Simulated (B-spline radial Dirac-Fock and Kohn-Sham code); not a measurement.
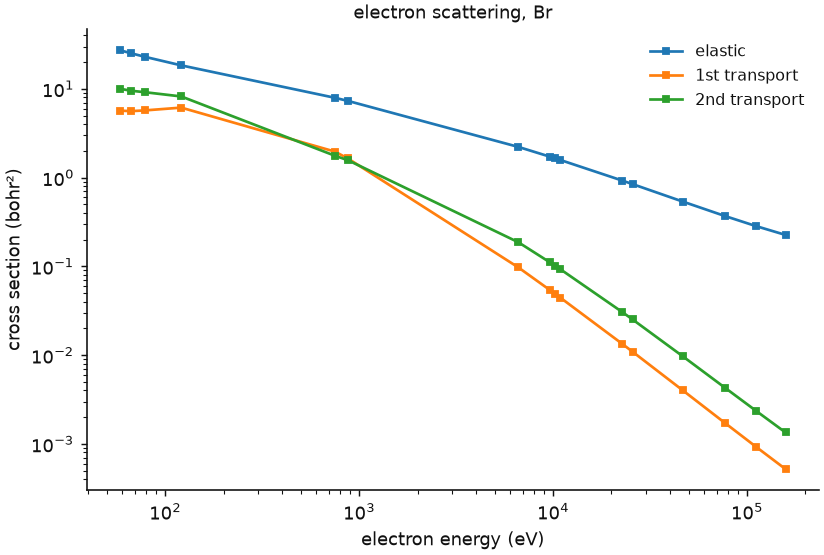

Figure. Integrated elastic and transport cross sections for electrons against energy. It refers to the bromine atom. Method: Dirac partial waves in the static Dirac–Fock field with Furness–McCarthy exchange, no polarisation or absorption (computed with a B-spline radial code).

Summarise the result.

The elastic and first transport cross sections are 27.2 and 5.68 bohr² at 58.4 eV, 1.65 and 0.0494 bohr² at 10.2 keV and 0.226 and 5.20 × 10⁻⁴ bohr² at 158 keV. Their ratio goes from 4.8 through a lowest value of 3.0 at 121 eV and then grows to 430 as the scattering turns forward. The model is rough under about 200 eV.
